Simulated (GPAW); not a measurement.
**Screening of a field by Nb2NS2 MXene monolayer**

Aim: the dipole that a field along the normal induces in Nb2NS2 MXene monolayer.

Calculated with GPAW 26.7.0; GPAW, PAW setups; layer in a repeated cell with vacuum, relaxation of atoms and in-plane cell, in the first sound run; inputs show where later runs differ.

**1. The starting structure**

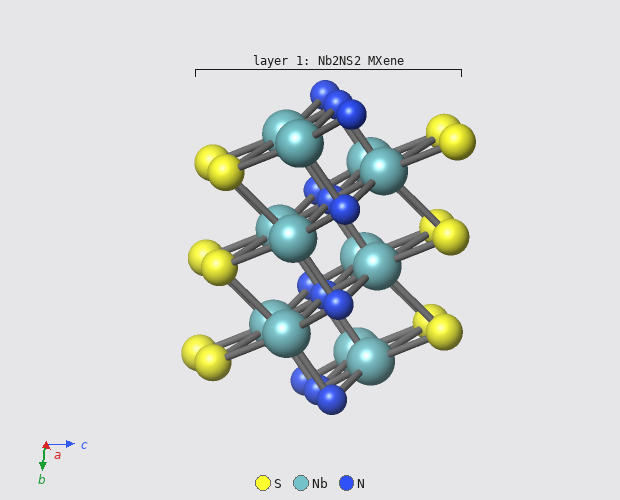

The starting structure, seen from the side, with the c axis across the page (sulfur yellow, niobium teal, nitrogen blue). 2×3×1 cells are drawn. Some periodic images of atoms are drawn too.

The cell holds 5 atoms: 2 S, 2 Nb and 1 N. Cell: a = 3.079 Å, b = 3.079 Å, c = 20.019 Å, α = 90.0°, β = 90.0°, γ = 120.0°. Vacuum lies along c.

**2. Relaxing the atoms**

Forces are removed first; all later runs use this geometry.

The input, run.py:

```python
import json
import numpy as np
from ase import Atoms
from ase.filters import FrechetCellFilter
from ase.optimize import BFGS
from gpaw import GPAW, PW

slab = Atoms(
    ['S', 'Nb', 'N', 'Nb', 'S'],
    positions=[
        [-0.00000, 1.77771, 7.00000],
        [1.53954, 0.88885, 8.79456],
        [0.00000, 0.00000, 10.00948],
        [-0.00000, 1.77771, 11.22440],
        [1.53954, 0.88885, 13.01896]],
    cell=[[3.07908, 0.0, 0.0], [-1.53954, 2.66656, 0.0], [0.0, 0.0, 20.019]],
    pbc=[True, True, True])

slab.calc = GPAW(mode=PW(600), xc='PBE', kpts={'size': (12, 12, 1), 'gamma': True},
                 occupations={'name': 'fermi-dirac', 'width': 0.05}, nbands='160%',
                 convergence={'density': 1e-05}, maxiter=200,
                 symmetry={'tolerance': 1e-3}, txt='slab.txt')
result = {}
# The in-plane cell is free; stress needs a cell that repeats along all three vectors
path = []
opt = BFGS(FrechetCellFilter(slab, mask=[1, 1, 0, 0, 0, 1]), maxstep=0.2)
opt.attach(lambda: path.append((slab.get_potential_energy(), slab.positions.tolist(), slab.get_forces().tolist())))
result['relaxed'] = bool(opt.run(fmax=0.02, steps=45))
result['path'] = path
result['cell'] = slab.cell.tolist()
print('in-plane lattice', slab.cell.cellpar().round(4)[[0, 1, 5]])
energy = slab.get_potential_energy()
fermi = slab.calc.get_fermi_level()
v = slab.calc.get_electrostatic_potential().mean((0, 1)) - fermi
n = slab.calc.get_pseudo_density().mean((0, 1))
L = slab.cell[2, 2]
z = np.arange(len(v)) * L / len(v)
low, high = slab.positions[:, 2].min(), slab.positions[:, 2].max()
below, above = np.interp([low - 4.8, high + 4.8], z, v)
slopes = [np.interp(x, z, np.gradient(v, z)) for x in (low - 4.8, high + 4.8)]
eps = np.array([[slab.calc.get_eigenvalues(k, s) for k in range(len(slab.calc.get_ibz_k_points()))]
                for s in range(slab.calc.get_number_of_spins())]) - fermi
top, bottom = eps[eps < 0].max(), eps[eps > 0].min()
dipole = slab.get_dipole_moment()[2]
print(f'energy {energy:.4f} eV, Fermi level {fermi:.4f} eV, dipole {dipole:.5f} e A')
print(f'potential 4.8 A off the faces, from the Fermi level: lower {below:.4f} eV, upper {above:.4f} eV')
print(f'slope of the potential there: lower {slopes[0]:.5f}, upper {slopes[1]:.5f} eV/A')
print(f'nearest levels on the mesh: {top:.4f} and {bottom:.4f} eV')
print('magnetic moment', round(slab.get_magnetic_moment(), 3))
result.update(energy=energy, fermi=fermi, dipole=dipole, below=below, above=above, slopes=slopes, edges=[top, bottom],
              z=z.tolist(), v=v.tolist(), n=n.tolist(), positions=slab.positions.tolist(),
              forces=slab.get_forces(apply_constraint=False).tolist(), moments=slab.get_magnetic_moments().tolist())
json.dump(result, open('result.json', 'w'))
```

Started as:

```bash
> OMP_NUM_THREADS=1 OPENBLAS_NUM_THREADS=1 python run.py
```

What it wrote:

```text
Step          Energy          fmax
BFGS:    0      -41.781708        1.458205
BFGS:    1      -41.921461        1.199291
BFGS:    2      -42.104584        1.057243
BFGS:    3      -42.151149        0.916337
BFGS:    4      -42.444029        1.104517
BFGS:    5      -42.468878        0.881877
BFGS:    6      -42.557246        0.607344
BFGS:    7      -42.586681        0.296872
BFGS:    8      -42.589579        0.029726
BFGS:    9      -42.589383        0.001138
in-plane lattice [  3.2804   3.2804 120.    ]
energy -42.5838 eV, Fermi level 0.8452 eV, dipole -0.00064 e A
potential 4.8 A off the faces, from the Fermi level: lower 5.4060 eV, upper 5.4091 eV
slope of the potential there: lower -0.00087, upper -0.00039 eV/A
nearest levels on the mesh: -0.0579 and 0.1541 eV
magnetic moment 0.0
```

It took 12 min on 1 thread of Arm Neoverse V2, shared host; peak memory 0.43 GiB.

Numbers from this step:

| Property | Result |
| --- | --- |
| dipole along the normal | -6.37e-4 e·Å |
| levels nearest the Fermi level on the mesh | -0.05790, 0.1541 eV from the Fermi level |

The electrostatic potential energy of an electron (without an applied field's), less the Fermi level, planar mean oscillates, so the rows of the table below give means over windows of 1.67 Å about each position, cut where the curve ends. Its maxima inside the range that stand out by 2 % of the span (Å: eV): 7.9: -5.54, 9.6: -9.75, 10.4: -9.75, 12.1: -5.53. Its minima: 7.3: -17.6, 8.8: -21.9, 10.0: -14.0, 11.2: -21.9, 12.8: -17.6.

Table of electrostatic potential energy of an electron (without an applied field's), less the Fermi level, planar mean by z; means over each step:

| z (Å) | electrostatic potential energy of an electron (without an applied field's), less the Fermi level, planar mean (eV) |
| --- | --- |
| 0.83 | 5.41 |
| 2.50 | 5.41 |
| 4.17 | 5.40 |
| 5.84 | 3.95 |
| 7.51 | -9.93 |
| 9.18 | -15.4 |
| 10.86 | -15.4 |
| 12.52 | -9.81 |
| 14.20 | 4.05 |
| 15.86 | 5.40 |
| 17.54 | 5.41 |
| 19.20 | 5.41 |

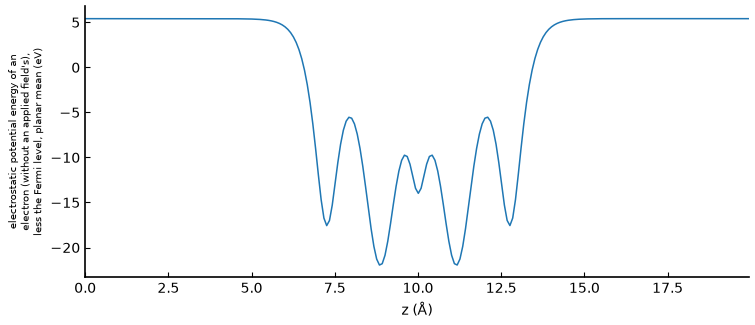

Electrostatic potential energy of an electron (without an applied field's), less the Fermi level, planar mean against z.

The pseudo valence density, planar mean by z:

| z (Å) | pseudo valence density, planar mean (e/Å³) |
| --- | --- |
| 4 | 8.8e-5 |
| 5 | 0.00203 |
| 6 | 0.0509 |
| 7 | 0.393 |
| 8 | 0.439 |
| 9 | 1.22 |
| 10 | 0.719 |
| 11 | 1.20 |
| 12 | 0.441 |
| 13 | 0.393 |
| 14 | 0.0544 |
| 15 | 0.00218 |
| 16 | 9.4e-5 |

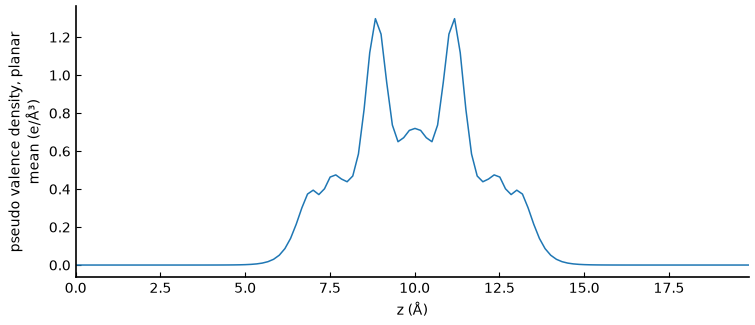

Pseudo valence density, planar mean against z.

The relaxation lowered the energy of the cell by 0.812 eV (energies extrapolated to zero smearing; the optimiser's log prints free energies). The largest force left on a free atom is 0.0011 eV/Å.

**3. The slab's potential**

The work function is the vacuum plateau of the electrostatic potential less the Fermi level; a dipole layer lets the two faces have plateaus of their own.

This step: GPAW, PAW setups; slab in vacuum (GPAW 26.7.0).

The cell differs from the one that the last finished run ended in (c 20.019 → 19.512 Å).

Edit run.py of step 2 so:

```diff
@@ -3,4 +3,2 @@
 from ase import Atoms
-from ase.filters import FrechetCellFilter
-from ase.optimize import BFGS
 from gpaw import GPAW, PW
@@ -10,23 +8,16 @@
     positions=[
-        [-0.00000, 1.77771, 7.00000],
-        [1.53954, 0.88885, 8.79456],
-        [0.00000, 0.00000, 10.00948],
-        [-0.00000, 1.77771, 11.22440],
-        [1.53954, 0.88885, 13.01896]],
-    cell=[[3.07908, 0.0, 0.0], [-1.53954, 2.66656, 0.0], [0.0, 0.0, 20.019]],
-    pbc=[True, True, True])
+        [-0.00000, 1.89397, 7.00000],
+        [1.64022, 0.94698, 8.61109],
+        [0.00000, -0.00000, 9.75574],
+        [-0.00000, 1.89397, 10.90039],
+        [1.64022, 0.94698, 12.51148]],
+    cell=[[3.28045, -0.0, 0.0], [-1.64022, 2.84095, 0.0], [0.0, 0.0, 19.5115]],
+    pbc=[True, True, False])
 
-slab.calc = GPAW(mode=PW(600), xc='PBE', kpts={'size': (12, 12, 1), 'gamma': True},
+slab.calc = GPAW(mode=PW(500), xc='PBE', kpts={'size': (12, 12, 1), 'gamma': True},
                  occupations={'name': 'fermi-dirac', 'width': 0.05}, nbands='160%',
                  convergence={'density': 1e-05}, maxiter=200,
+                 poissonsolver={'dipolelayer': 'xy'},
                  symmetry={'tolerance': 1e-3}, txt='slab.txt')
 result = {}
-# The in-plane cell is free; stress needs a cell that repeats along all three vectors
-path = []
-opt = BFGS(FrechetCellFilter(slab, mask=[1, 1, 0, 0, 0, 1]), maxstep=0.2)
-opt.attach(lambda: path.append((slab.get_potential_energy(), slab.positions.tolist(), slab.get_forces().tolist())))
-result['relaxed'] = bool(opt.run(fmax=0.02, steps=45))
-result['path'] = path
-result['cell'] = slab.cell.tolist()
-print('in-plane lattice', slab.cell.cellpar().round(4)[[0, 1, 5]])
 energy = slab.get_potential_energy()
```

What it wrote:

```text
energy -42.1461 eV, Fermi level 1.0093 eV, dipole -0.00030 e A
potential 4.8 A off the faces, from the Fermi level: lower 5.4055 eV, upper 5.4118 eV
slope of the potential there: lower -0.00036, upper 0.00036 eV/A
nearest levels on the mesh: -0.0585 and 0.1538 eV
magnetic moment 0.0
```

It took 63 s on 1 thread; peak memory 0.25 GiB.

This step gave:

* dipole along the normal: -3.00e-4 e·Å
* levels nearest the Fermi level on the mesh: -0.05848, 0.1538 eV from the Fermi level
* upper work function: 5.412 eV
* lower work function: 5.405 eV

The electrostatic potential energy of an electron (without an applied field's), less the Fermi level, planar mean oscillates, so the rows of the table below give means over windows of 1.67 Å about each position, cut where the curve ends. Its maxima inside the range that stand out by 2 % of the span (Å: eV): 7.7: -5.52, 9.4: -9.76, 10.1: -9.76, 11.8: -5.52. Its minima: 7.0: -17.4, 8.6: -21.9, 9.8: -14.0, 10.9: -21.9, 12.5: -17.4.

The electrostatic potential energy of an electron (without an applied field's), less the Fermi level, planar mean by z; means over each step:

| z (Å) | electrostatic potential energy of an electron (without an applied field's), less the Fermi level, planar mean (eV) |
| --- | --- |
| 0.83 | 5.41 |
| 2.50 | 5.41 |
| 4.17 | 5.39 |
| 5.84 | 2.31 |
| 7.51 | -11.3 |
| 9.18 | -15.1 |
| 10.86 | -14.7 |
| 12.52 | -8.51 |
| 14.20 | 4.80 |
| 15.86 | 5.41 |
| 17.54 | 5.41 |
| 19.20 | 5.41 |

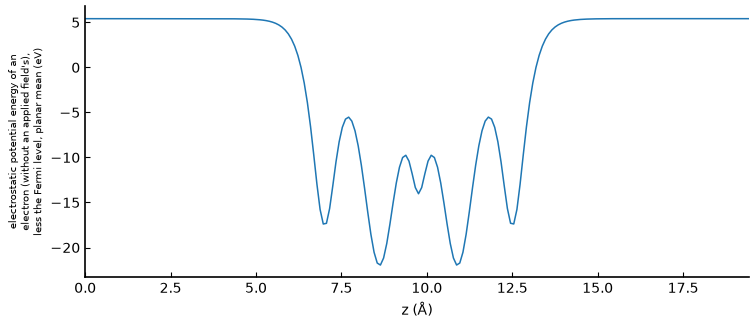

Electrostatic potential energy of an electron (without an applied field's), less the Fermi level, planar mean against z.

Table of pseudo valence density, planar mean by z:

| z (Å) | pseudo valence density, planar mean (e/Å³) |
| --- | --- |
| 2 | 0 |
| 4 | 2.0e-4 |
| 6 | 0.113 |
| 8 | 0.514 |
| 10 | 0.692 |
| 12 | 0.463 |
| 14 | 0.0248 |
| 16 | 4.3e-5 |

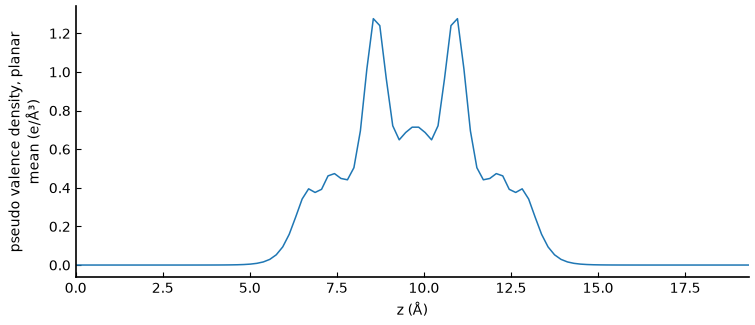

Pseudo valence density, planar mean, plotted against z.

The potential is flat to 3.6e-4 eV/Å where it is read, so the vacuum is wide enough.

**4. In a field**

A uniform field along the normal polarises the slab; the atoms stay fixed, so this is the electronic response alone.

Edit run.py of step 3 so:

```diff
@@ -4,2 +4,3 @@
 from gpaw import GPAW, PW
+from gpaw.external import ConstantElectricField
 
@@ -20,2 +21,3 @@
                  poissonsolver={'dipolelayer': 'xy'},
+                 external=ConstantElectricField(-0.2, [0, 0, 1]),
                  symmetry={'tolerance': 1e-3}, txt='slab.txt')
```

What it wrote:

```text
energy -42.1538 eV, Fermi level 1.0082 eV, dipole -0.07636 e A
potential 4.8 A off the faces, from the Fermi level: lower 4.6693 eV, upper 6.1520 eV
slope of the potential there: lower -0.00041, upper 0.00032 eV/A
nearest levels on the mesh: -0.0585 and 0.1538 eV
magnetic moment 0.0
```

Wall time 4.6 min (1 thread); peak memory 0.53 GiB.

This step gave:

```yaml
dipole_along_the_normal: -0.07636 e·Å
potential_below_the_slab_the_applied_field_s_own_ramp_left_out: 4.669 eV from the Fermi level
potential_above_the_slab_the_applied_field_s_own_ramp_left_out: 6.152 eV from the Fermi level
```

The electrostatic potential energy of an electron (without an applied field's), less the Fermi level, planar mean oscillates, so the rows of the table below give means over windows of 1.67 Å about each position, cut where the curve ends. Its maxima inside the range that stand out by 2 % of the span (Å: eV): 7.7: -5.92, 9.4: -9.83, 10.1: -9.68, 11.8: -5.12. Its minima: 7.0: -17.9, 8.6: -22.2, 9.8: -14.0, 10.9: -21.7, 12.5: -16.8.

Electrostatic potential energy of an electron (without an applied field's), less the Fermi level, planar mean against z; means over each step:

| z (Å) | electrostatic potential energy of an electron (without an applied field's), less the Fermi level, planar mean (eV) |
| --- | --- |
| 0.83 | 4.75 |
| 2.50 | 4.67 |
| 4.17 | 4.65 |
| 5.84 | 1.62 |
| 7.51 | -11.8 |
| 9.18 | -15.2 |
| 10.86 | -14.5 |
| 12.52 | -7.98 |
| 14.20 | 5.51 |
| 15.86 | 6.15 |
| 17.54 | 6.15 |
| 19.20 | 6.08 |

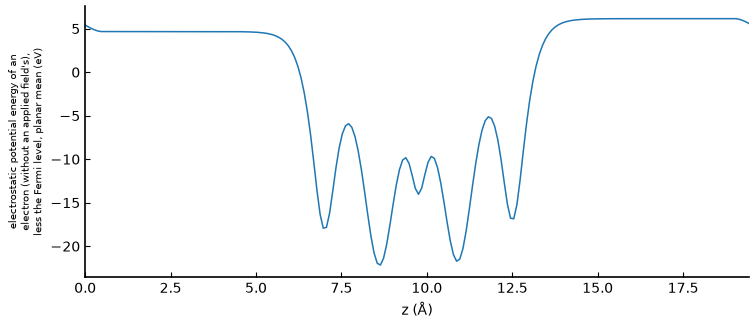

Electrostatic potential energy of an electron (without an applied field's), less the Fermi level, planar mean, plotted against z.

The dipole is now -0.0764 e Å, against -3.0e-4 in the run without a field.

**5. Field on**

Edit run.py of step 4 so:

```diff
@@ -21,3 +21,3 @@
                  poissonsolver={'dipolelayer': 'xy'},
-                 external=ConstantElectricField(-0.2, [0, 0, 1]),
+                 external=ConstantElectricField(-0.1, [0, 0, 1]),
                  symmetry={'tolerance': 1e-3}, txt='slab.txt')
```

What it wrote:

```text
energy -42.1480 eV, Fermi level 1.0091 eV, dipole -0.03818 e A
potential 4.8 A off the faces, from the Fermi level: lower 5.0384 eV, upper 5.7798 eV
slope of the potential there: lower -0.00039, upper 0.00034 eV/A
nearest levels on the mesh: -0.0585 and 0.1538 eV
magnetic moment 0.0
```

Wall time 4.3 min (1 thread); peak memory 0.53 GiB.

This step gave:

```yaml
dipole_along_the_normal: -0.03818 e·Å
levels_nearest_the_fermi_level_on_the_mesh: -0.05847, 0.1538 eV from the Fermi level
potential_below_the_slab_the_applied_field_s_own_ramp_left_out: 5.038 eV from the Fermi level
potential_above_the_slab_the_applied_field_s_own_ramp_left_out: 5.780 eV from the Fermi level
```

The electrostatic potential energy of an electron (without an applied field's), less the Fermi level, planar mean oscillates, so the rows of the table below give means over windows of 1.67 Å about each position, cut where the curve ends. Its maxima inside the range that stand out by 2 % of the span (Å: eV): 7.7: -5.72, 9.4: -9.79, 10.1: -9.72, 11.8: -5.32. Its minima: 7.0: -17.7, 8.6: -22.1, 9.8: -14.0, 10.9: -21.8, 12.5: -17.1.

Electrostatic potential energy of an electron (without an applied field's), less the Fermi level, planar mean against z; means over each step:

| z (Å) | electrostatic potential energy of an electron (without an applied field's), less the Fermi level, planar mean (eV) |
| --- | --- |
| 0.83 | 5.08 |
| 2.50 | 5.04 |
| 4.17 | 5.02 |
| 5.84 | 1.97 |
| 7.51 | -11.6 |
| 9.18 | -15.1 |
| 10.86 | -14.6 |
| 12.52 | -8.24 |
| 14.20 | 5.15 |
| 15.86 | 5.78 |
| 17.54 | 5.78 |
| 19.20 | 5.74 |

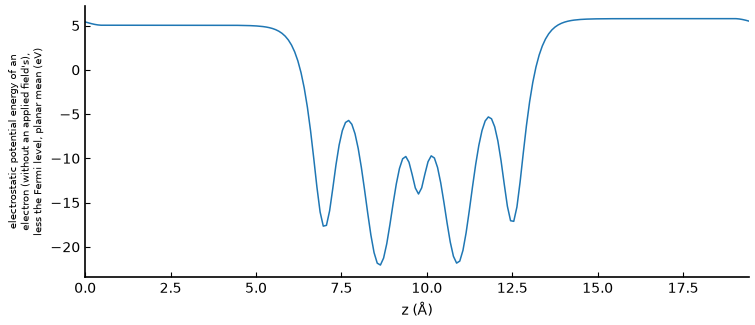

Electrostatic potential energy of an electron (without an applied field's), less the Fermi level, planar mean, plotted against z.

The dipole is now -0.0382 e Å, against -3.0e-4 in the run without a field.

**6. Field on**

Edit run.py of step 5 so:

```diff
@@ -21,3 +21,3 @@
                  poissonsolver={'dipolelayer': 'xy'},
-                 external=ConstantElectricField(-0.1, [0, 0, 1]),
+                 external=ConstantElectricField(-0.05, [0, 0, 1]),
                  symmetry={'tolerance': 1e-3}, txt='slab.txt')
```

What it wrote:

```text
energy -42.1466 eV, Fermi level 1.0093 eV, dipole -0.01909 e A
potential 4.8 A off the faces, from the Fermi level: lower 5.2234 eV, upper 5.5941 eV
slope of the potential there: lower -0.00037, upper 0.00035 eV/A
nearest levels on the mesh: -0.0585 and 0.1538 eV
magnetic moment 0.0
```

The job ended after 4.3 min (1 thread; peak memory 0.53 GiB).

The electrostatic potential energy of an electron (without an applied field's), less the Fermi level, planar mean oscillates, so the rows of the table below give means over windows of 1.67 Å about each position, cut where the curve ends. Its maxima inside the range that stand out by 2 % of the span (Å: eV): 7.7: -5.62, 9.4: -9.78, 10.1: -9.74, 11.8: -5.42. Its minima: 7.0: -17.5, 8.6: -22.0, 9.8: -14.0, 10.9: -21.9, 12.5: -17.3.

The electrostatic potential energy of an electron (without an applied field's), less the Fermi level, planar mean by z; means over each step:

| z (Å) | electrostatic potential energy of an electron (without an applied field's), less the Fermi level, planar mean (eV) |
| --- | --- |
| 0.83 | 5.24 |
| 2.50 | 5.22 |
| 4.17 | 5.21 |
| 5.84 | 2.14 |
| 7.51 | -11.4 |
| 9.18 | -15.1 |
| 10.86 | -14.7 |
| 12.52 | -8.38 |
| 14.20 | 4.97 |
| 15.86 | 5.59 |
| 17.54 | 5.59 |
| 19.20 | 5.58 |

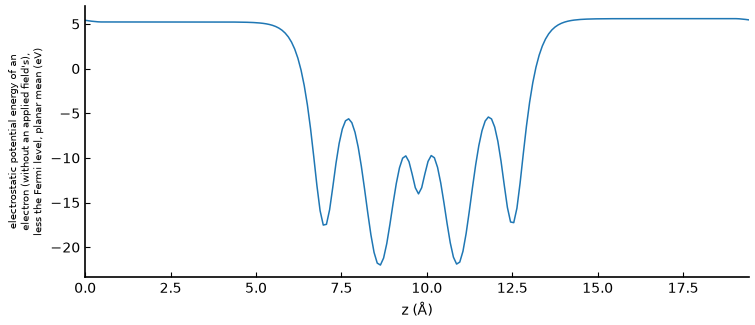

Electrostatic potential energy of an electron (without an applied field's), less the Fermi level, planar mean against z.

**7. In a field**

Edit run.py of step 6 so:

```diff
@@ -21,3 +21,3 @@
                  poissonsolver={'dipolelayer': 'xy'},
-                 external=ConstantElectricField(-0.05, [0, 0, 1]),
+                 external=ConstantElectricField(0.05, [0, 0, 1]),
                  symmetry={'tolerance': 1e-3}, txt='slab.txt')
```

What it wrote:

```text
energy -42.1466 eV, Fermi level 1.0093 eV, dipole 0.01909 e A
potential 4.8 A off the faces, from the Fermi level: lower 5.5941 eV, upper 5.2234 eV
slope of the potential there: lower -0.00035, upper 0.00037 eV/A
nearest levels on the mesh: -0.0585 and 0.1538 eV
magnetic moment 0.0
```

Elapsed: 4.3 min, on 1 thread; peak memory 0.53 GiB.

[end of part 1 of 2]

[Logs are printed without paths, hosts, clocks, repeated set-up lines and the standing remarks that a program may print on its own settings, such as how far it seeks lower states.]

[Hosts, paths, dates, database ids (printed as entryN), source tags and the programs' standing remarks are cut or masked in the printed files.]
